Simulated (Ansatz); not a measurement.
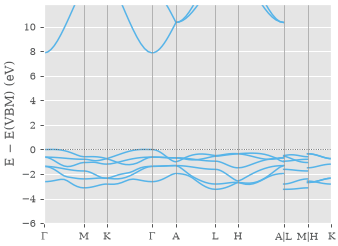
Band structure from the program Ansatz at the r²SCAN+D4 level (PAW)

**Question.** Read off the gap and where the band edges lie.

**Answer.** About 7.9 eV (7.87 eV by a search for the band edges); maximum on the K–Γ line, 81 % of the way from K, minimum at Γ.

The material is MgF₂ (CdI2 type, P-3m1).

The start of the workflow was typed in or built on a structure type; neither database checked (COD, Materials Project) lists it. It is not the phase usual at ambient conditions (space group No. 136). The cell was relaxed with r²SCAN+D4 under the symmetry of its start; whether a distortion lowers the energy is not shown.

Potentials: the earlier of the program's two PAW sets.
